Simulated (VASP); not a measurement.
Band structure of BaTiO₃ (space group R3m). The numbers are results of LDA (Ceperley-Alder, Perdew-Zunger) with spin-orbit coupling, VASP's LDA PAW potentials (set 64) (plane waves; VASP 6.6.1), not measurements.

The path is coarsely sampled, so an indirect gap can come out somewhat too large.

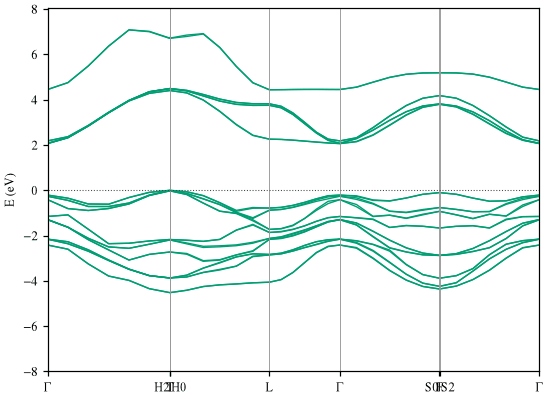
Figure. Bands along high-symmetry lines, zero at the valence-band maximum or, without a gap, the Fermi level

Task: Read the plot: is there a gap, and where are the band edges?

Result: The gap is indirect, 2.06 eV, from the valence maximum at T-H2 at 0.50 to the conduction minimum at Γ.

The structure comes from a computed database's BaTiO3 entry (R3m); how it stands against other phases isn't given here. It was relaxed first, which changed the volume by -5 %.
